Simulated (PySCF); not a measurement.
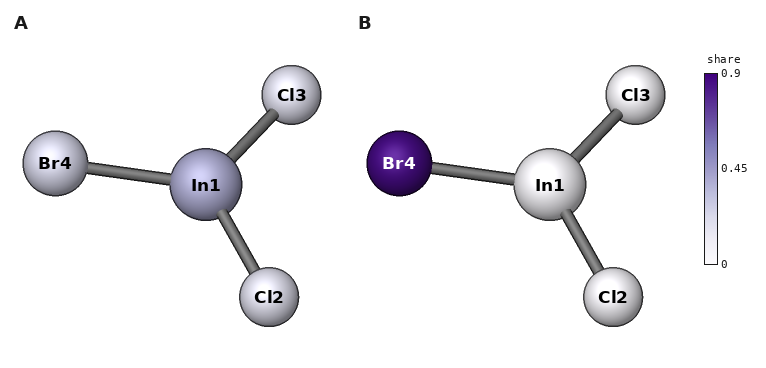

Each panel colours the atoms by their Löwdin share in one orbital (up to four of the largest shares; other atoms are shown as zero). The geometry was computed by an optimisation with PBE0-D3(BJ)/def2-SVP. No frequency run is at hand to confirm it as a minimum. Method: ωB97X-D/def2-SVPD, core potentials on In (PySCF 2.14.0).

The panels show the HOMO, LUMO, in some order. Which is which?

Answer. A: LUMO, −1.72 eV; In1 0.39, Br4 0.24, Cl3 0.19, Cl2 0.18
B: HOMO, −10.96 eV; Br4 0.86, Cl2 0.05, In1 0.04, Cl3 0.04
